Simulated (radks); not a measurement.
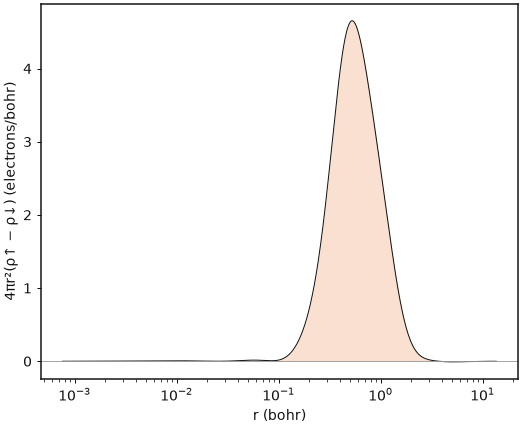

System: the neutral dysprosium atom, configuration [Kr] 4d10 4f10.25 5s1.75 5p6 6s2 (4f: 7 up, 3.25 down, 5s: 1 up, 0.75 down). Level of theory: scalar-relativistic Kohn-Sham, BLYP, spin-polarised, spherical densities, finite nucleus. Computed with the in-house radial solver radks.

The plot shows the radial spin density.

Describe it and give its main numbers.

Answer. The curve integrates to 4 unpaired electrons, held by 4f (+3.75) and 5s (+0.25). Its largest value, 4.65 electrons/bohr, lies near r = 0.52 bohr. Regions of the opposite sign hold 0.025 electrons in all, from the polarisation of filled shells.
